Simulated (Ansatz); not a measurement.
# BH4O (doublet): from Hartree-Fock to the top rungs at distance O1–H3 along a hydrogen transfer = 0.960 Å, cc-pVDZ

Aim: climb from Hartree-Fock through coupled cluster and multireference methods for BH4O (doublet) at one geometry and basis, and see what each rung misses.

Method: cc-pVDZ, core rule «outside noble gas», up to 2 orbitals frozen; program: Ansatz 0.2.0, Gaussian basis.

The runs, in order: UHF; CCSD(T) on ROHF; CCSD(T) on UHF; BCCD(T) on ROHF; CISD; CCSDT(Q) on ROHF; CCSDT(Q) on UHF; CASSCF and MRCISD+Q, 3 electrons in 3 orbitals; CASSCF and NEVPT2, 3 electrons in 3 orbitals.

10 further runs of the same task are left out: 1 for a mislabelled method, 8 that didn't finish, 1 set aside as unsound or not needed.

## (1) The geometry

The geometry derives from fragments relaxed apart (PBE0/def2-TZVP) and kept rigid, so it is no stationary point. A hydrogen atom is moved between rigid fragments.

6 atoms, charge 0, spin multiplicity 2.

Atoms are counted from 1 here; the program's logs count them from 0.

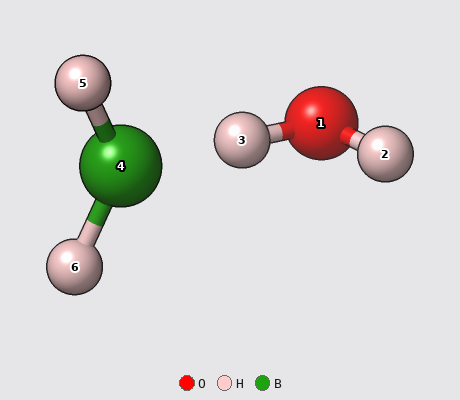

The geometry (oxygen red, hydrogen pink, boron green); atoms are numbered from 1 in the order of the file.

## (2) UHF

in.yaml reads:

```yaml
crystal:
  periodic: [false, false, false]
  atoms:
    - {symbol: O, position_ang: [-1.067507, -0.030281, 0.000000]}
    - {symbol: H, position_ang: [-1.316817, 0.896295, 0.000000]}
    - {symbol: H, position_ang: [-0.107978, -0.030281, 0.000000]}
    - {symbol: B, position_ang: [1.363493, -0.030281, 0.000000]}
    - {symbol: H, position_ang: [1.872566, -0.030281, 1.077008]}
    - {symbol: H, position_ang: [1.872566, -0.030281, -1.077009]}
basis:
  gaussian: {orbitals: cc-pVDZ}
magnetization: {spin_polarized: true, initial_magnetization: 1}
hamiltonian: {xc: hf}
output: {orbitals: {seedname: orbitals}}
```

On the command line:

```bash
ansatz run in.yaml --threads 1 --pin off --events-out ev --progress --plain --max-ram 2393MiB
```

After this run come: CCSD(T) on ROHF; CCSD(T) on UHF; BCCD(T) on ROHF; CISD; CCSDT(Q) on ROHF; CCSDT(Q) on UHF; CASSCF and MRCISD+Q, 3 electrons in 3 orbitals; CASSCF and NEVPT2, 3 electrons in 3 orbitals.

Q: Predict the results of all the runs planned. Wanted: UCCSDT(Q) below the RHF energy; RMP2 from UCCSDT(Q); UMP2 from UCCSDT(Q); RCCSD from UCCSDT(Q); RCCSD(T) from UCCSDT(Q); UCCSD(T) from UCCSDT(Q); RCCSDT(Q) from UCCSDT(Q); NEVPT2 pair from UCCSDT(Q); MRCISD+Q pair from UCCSDT(Q).

As calculated:

```
                         quantity                                                   value
   UCCSDT(Q) below the RHF energy                                              -8.6900 eV
              RMP2 from UCCSDT(Q)                                         +21.97 kcal/mol
              UMP2 from UCCSDT(Q)                                         +22.33 kcal/mol
             RCCSD from UCCSDT(Q)                                          +4.36 kcal/mol
          RCCSD(T) from UCCSDT(Q)                                          +0.77 kcal/mol
          UCCSD(T) from UCCSDT(Q)                                          +0.77 kcal/mol
         RCCSDT(Q) from UCCSDT(Q)                                          +0.02 kcal/mol
       NEVPT2 pair from UCCSDT(Q)                                         +22.11 kcal/mol
     MRCISD+Q pair from UCCSDT(Q)                                          +2.13 kcal/mol
levels within 1 kcal/mol (43 meV)  RCCSD(T), UCCSD(T), BCCD(T), RCCSDT, UCCSDT, RCCSDT(Q)
                    T1 diagnostic                                                   0.017
```

RCCSD(T) misses by +0.77 kcal/mol, 0.4 % of the correlation energy. Of the multireference levels listed MRCISD+Q pair comes nearest in total energy (+2.13 kcal/mol), which doesn't show that its space is the better one. These misses are within one basis, not against nature; the frozen cores of restricted and unrestricted runs differ, which can shift their rows.
